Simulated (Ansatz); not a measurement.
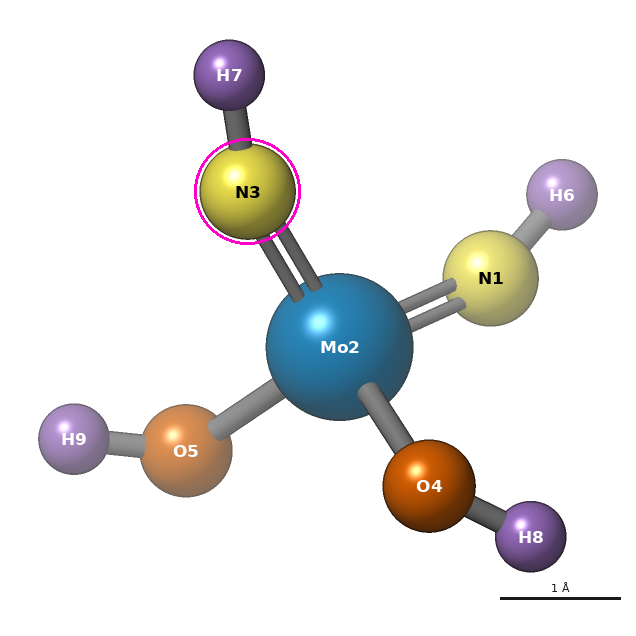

Orthographic view. Distant atoms are faded towards the background colour. Charge 0, singlet. The geometry was computed by an optimisation with PBE-D4/def2-SVP. No frequency run is at hand to confirm it as a minimum.

Which atoms are bonded to the circled atom?

Answer. The circled atom is N3; it is bonded to Mo2, H7.

Of N1 and Mo2, which is nearer the viewer?

Answer. Mo2; the bond to N1 points away from the viewer, so it looks shorter than its 1.75 Å.

What is the shortest path along bonds from the circled atom to H9?

Answer. N3–Mo2–O5–H9, 3 bonds; through space the two are 3.07 Å apart.
